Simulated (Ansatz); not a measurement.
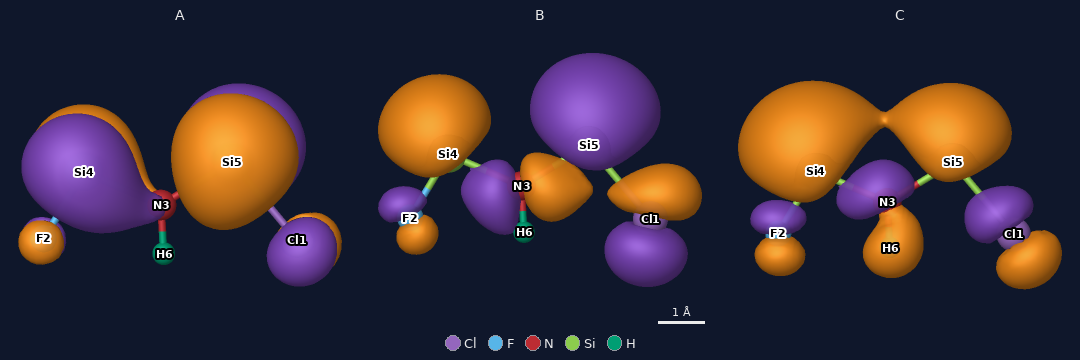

*ClFHNSi$_{2}$. Three frontier orbitals at ±0.08 Å⁻³ᐟ² (orange and purple are the two phases), in no order.*

Geometry: B3LYP-D3(BJ)/def2-SVP.

The calculation used isolated molecule in a Gaussian basis; Kohn-Sham density functional theory, functional PBE0 in Ansatz.

Input

```
crystal:
  periodic: [false, false, false]
  atoms:
    - {symbol: Cl, position_ang: [-1.540249, 2.538288, 0.672621]}
    - {symbol: F, position_ang: [-1.198948, -2.780237, 0.801085]}
    - {symbol: N, position_ang: [-1.883302, -0.340408, 1.226490]}
    - {symbol: Si, position_ang: [-2.289584, -1.977267, 1.735804]}
    - {symbol: Si, position_ang: [-2.649635, 1.127694, 1.808136]}
    - {symbol: H, position_ang: [-1.133255, -0.254113, 0.530705]}
basis:
  gaussian:
    orbitals: def2-TZVPD
hamiltonian:
  xc: pbe0
output:
  forces: true
  orbitals: {seedname: orbitals}
```

Run with:

```sh
ansatz run input.yaml --threads 1 --pin off --max-ram 2610MiB --events-out events.jsonl --progress --plain --runs-dir runs
```

Q: Which picture is the HOMO−1, the HOMO and the LUMO?

A: C is the HOMO−1 (−7.97 eV). Its weight (Hirshfeld) is mainly on Si4 (about 50 %), Si5 (about 25 %), N3 (about 10 %) and Cl1 (about 10 %); it is symmetric in the molecular plane (an in-plane orbital: σ, lone-pair or in-plane π type). B is the HOMO (−7.49 eV). It lies mainly on Si5 (about 45 %), Si4 (about 25 %), Cl1 (about 15 %) and N3 (about 10 %); it is symmetric in the molecular plane (an in-plane orbital: σ, lone-pair or in-plane π type). A is the LUMO (−2.54 eV). It lies mainly on Si5 (about 55 %), Si4 (about 30 %) and Cl1 (about 10 %); it changes sign across the molecular plane (π type).

Q: What is the HOMO–LUMO gap?

A: 4.95 eV between the orbital energies.
